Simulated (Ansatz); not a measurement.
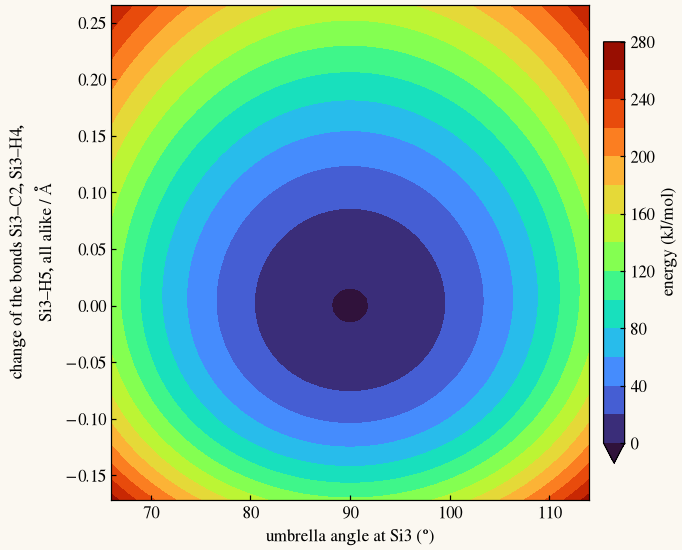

CH2NSi, SMILES N#C[SiH2+], charge +1. First axis: umbrella angle at Si3 (between each of its bonds and their common axis; 90 is planar). Second axis: change of the bonds Si3–C2, Si3–H4, Si3–H5, all alike. Nothing is relaxed (all other coordinates rigid). The grid has 15 × 15 points; 120 points were computed and 105 follow by symmetry. Points are written as (first, second). Energies are in kJ/mol, from the lowest grid point. These are results of Ansatz, RKS CAM-B3LYP-D4/def2-TZVP, not measurements.

In the figure: filled contours. Between grid points the surface is interpolated.

The lowest grid point is at (90.0°, 0.016 Å). It is the only kind of minimum in the scanned range. The highest grid point, (66.0°, −0.172 Å), lies 270 kJ/mol above the lowest. Round the minimum the two coordinates are nearly uncoupled.

The level of theory is changed to RHF/def2-TZVP in Ansatz 0.2.0; with it change the reference geometry, relaxed at the new level.

Question: How does the landscape change?

Answer: The lowest place stays at about (90°, 0.000 Å). The span from the lowest to the highest grid point grows from 270 to 299 kJ/mol. The curvature at the minimum changes from about 15 to 18 eV/rad² along the first coordinate and by less than a tenth (about 71) eV/Å² along the second coordinate.

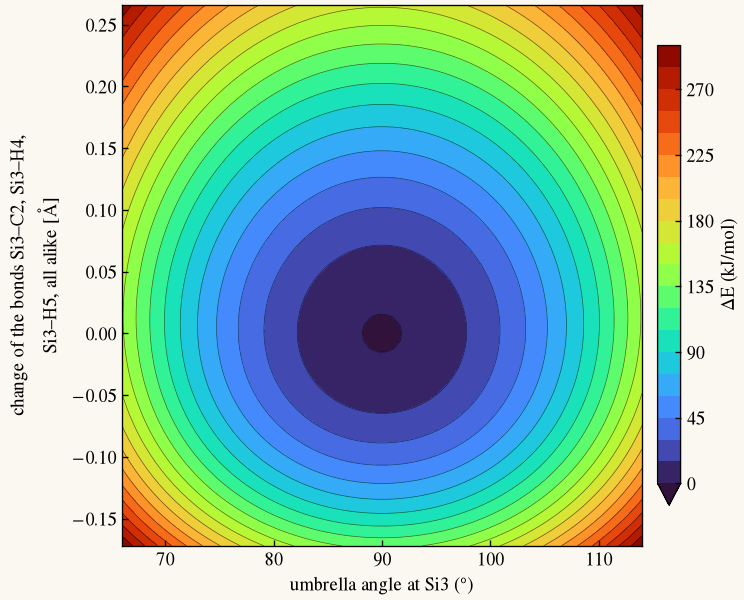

The map after the change, on a colour scale of its own. The picture shows filled contours. Between grid points the surface is interpolated.
